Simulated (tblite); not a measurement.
Geometry relaxation of C₄H₅ClGeO₂ (part 4 of 4)

Continued. System: C₄H₅ClGeO₂, SMILES O=C=[C](C=O)[GeH2][CH2]Cl. Method: GFN2-xTB geometry optimisation, gas phase (tblite 0.8.0). It belongs to a series of runs on one base structure; here: GeH2 inserted into a C-C bond.

Geometry of the input (Å):
```
O  -1.8025  1.8859  -2.2037
C  -1.4398  1.0837  -1.3557
C  -1.0288  0.2226  -0.4395
C  -1.6581  -1.0951  -0.3756
O  -1.2930  -1.9342  0.5138
Ge 0.3558  0.7408  0.7700
C  1.8940  -0.4305  0.5384
Cl 2.4928  -0.3096  -1.1255
H  -2.4333  -1.3844  -1.0629
H  -0.1620  0.6339  2.2334
H  0.7880  2.2004  0.4809
H  2.6946  -0.1341  1.2443
H  1.5880  -1.4788  0.7644
```

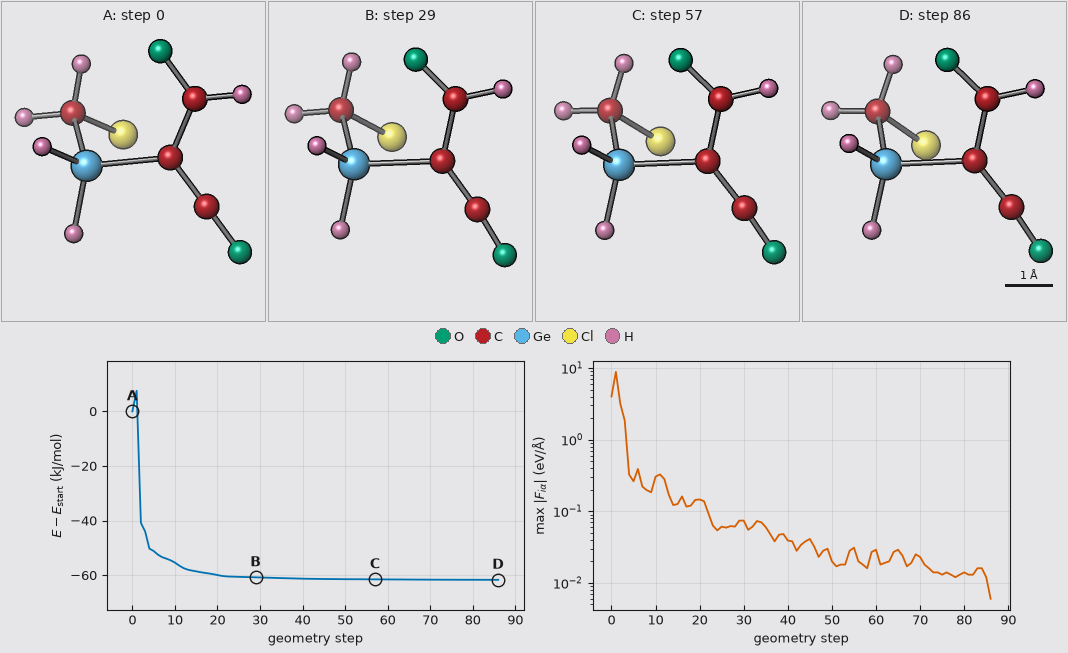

*Frames of the relaxation (ball-and-stick view, seen at a tilt) above the curves, on which the letters mark them (steps are counted from 0).*

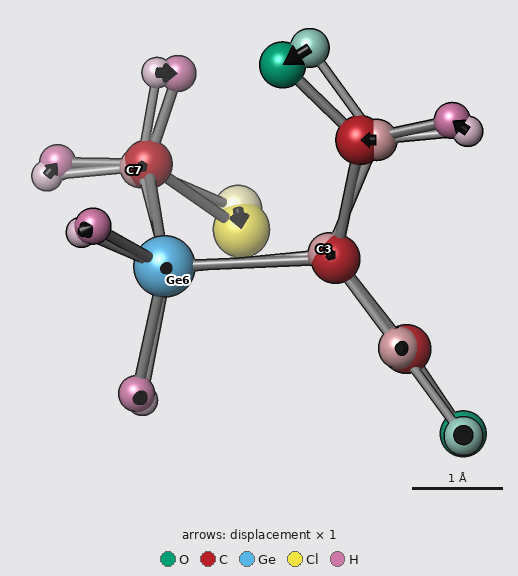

*Start (faint) and end (solid) with the displacements as black arrows, at true length (ball-and-stick view, seen at a tilt). The two geometries are laid on each other by the best rigid fit.*

The largest move after the best rigid fit is that of O5, 0.36 Å. By element the largest moves are O 0.36 Å, Cl 0.26 Å, H 0.25 Å, C 0.18 Å, Ge 0.11 Å. Among the contacts that change: C3–Ge6 1.910 → 1.987 Å, O1–C2 1.222 → 1.156 Å, C4–O5 1.276 → 1.212 Å, Ge6–H10 1.556 → 1.501 Å. Among the angles that change: C4–C3–Ge6 121.9° → 107.9°, C2–C3–C4 118.9° → 130.2°, C7–Ge6–H10 109.5° → 114.7°. After 86 geometry steps the energy has fallen by 61.7 kJ/mol. The largest force component goes from 4 to 0.006 eV/Å. (Atoms are counted from 1 in the order of the input.)

Summary:

- outcome: converged
- total energy: −698.3738 eV
- hardware: 1 CPU thread, shared host
- wall time: 1.1 s
- peak memory: 0.18 GiB
